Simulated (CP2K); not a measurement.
Band structure of KI (Fm-3m, 2 atoms in the cell).

```xyz
2
Lattice="5.0298 0.0000 0.0000 2.5149 4.3559 0.0000 2.5149 1.4520 4.1068" Properties=species:S:1:pos:R:3 pbc="T T T"
K      0.0000     0.0000     0.0000
I      5.0298     2.9040     2.0534
```

Computed with PBE, GPW, DZVP-MOLOPT-SR-GTH basis, GTH-PBE potentials (GTH_POTENTIALS) in CP2K.

Settings: CUTOFF = 500 Ry; REL_CUTOFF = 60 Ry; SMEAR/METHOD = FERMI_DIRAC; ELECTRONIC_TEMPERATURE = 580.23 K; KPOINTS/SCHEME = MONKHORST-PACK 7 7 7; XC_FUNCTIONAL = PBE; K/BASIS_SET = DZVP-MOLOPT-SR-GTH-q9; K/POTENTIAL = GTH-PBE-q9; I/BASIS_SET = DZVP-MOLOPT-SR-GTH-q7; I/POTENTIAL = GTH-PBE-q7; METHOD = GPW; EPS_DEFAULT = 1e-10; EXTRAPOLATION = USE_GUESS; NGRIDS = 5.

The starting cell comes from a database of computed structures (which also holds hypothetical and non-ambient phases and stackings), without a prior relaxation at this level. Its lattice was rescaled by a random factor within 2.5 % of one. Spin-orbit coupling is off. Values carry the incompleteness of an atom-centred basis.

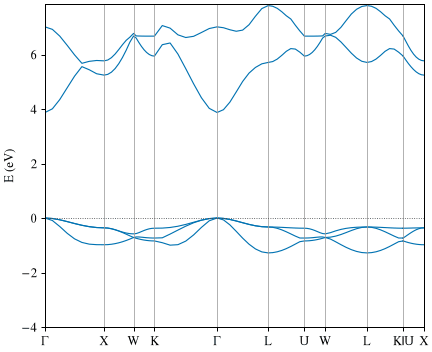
*Bands along the path, energies from the top of the valence band on the SCF mesh.*

Question: Read off roughly the gap and where its edges lie.

Answer: The gap along the path is about 3.9 eV (computed: 3.87 eV), direct at Γ to within 0.01 eV.

Levels in eV from the top of the valence band on the SCF mesh, bands 5 to 9:
| point | 5 | 6 | 7 | 8 | 9 |
|---|---|---|---|---|---|
| Γ | -10.38 | 0.00 | 0.00 | 0.00 | 3.87 |
| X | -10.24 | -0.98 | -0.36 | -0.36 | 5.25 |
| W | -10.20 | -0.71 | -0.71 | -0.58 | 6.68 |
| K | -10.20 | -0.84 | -0.73 | -0.37 | 5.94 |
| L | -10.13 | -1.28 | -0.33 | -0.33 | 5.71 |
| U | -10.20 | -0.84 | -0.73 | -0.37 | 5.94 |

Higher empty bands are left out: an atom-centred basis made for the valence describes them poorly.
